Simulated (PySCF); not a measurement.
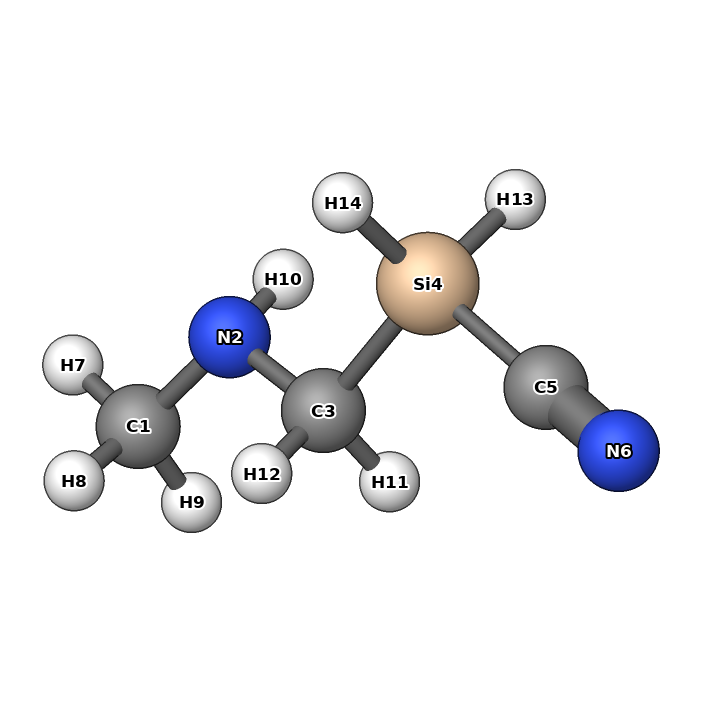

The thickness of each stick grows with its Mayer bond order. The geometry was computed by an optimisation with GFN2-xTB. No frequency run is at hand to confirm it as a minimum. Computed with PBE0/pcSseg-1 (PySCF 2.14.0).

### Which bond has the lowest Mayer bond order?

Si4–C5, 0.82, at 1.870 Å.

List the Mayer bond orders of C1–N2, C1–H7, C1–H8, C1–H9, N2–C3, N2–H10, C3–Si4, C3–H11, C3–H12, Si4–C5, Si4–H13, Si4–H14, C5–N6.

```
   bond  Mayer order  length (Å)
  C1–N2         0.99       1.449
  C1–H7         0.97       1.089
  C1–H8         0.97       1.091
  C1–H9         0.96       1.101
  N2–C3         0.96       1.453
 N2–H10         0.93       1.016
 C3–Si4         0.93       1.905
 C3–H11         0.93       1.104
 C3–H12         0.94       1.095
 Si4–C5         0.82       1.870
Si4–H13         0.95       1.468
Si4–H14         0.95       1.461
  C5–N6         2.94       1.146
```

The geometry is semi-empirical. Around Si such bond lengths and angles can be off by a tenth of an ångström or more and by several degrees, and values that hang on the shape move with them.
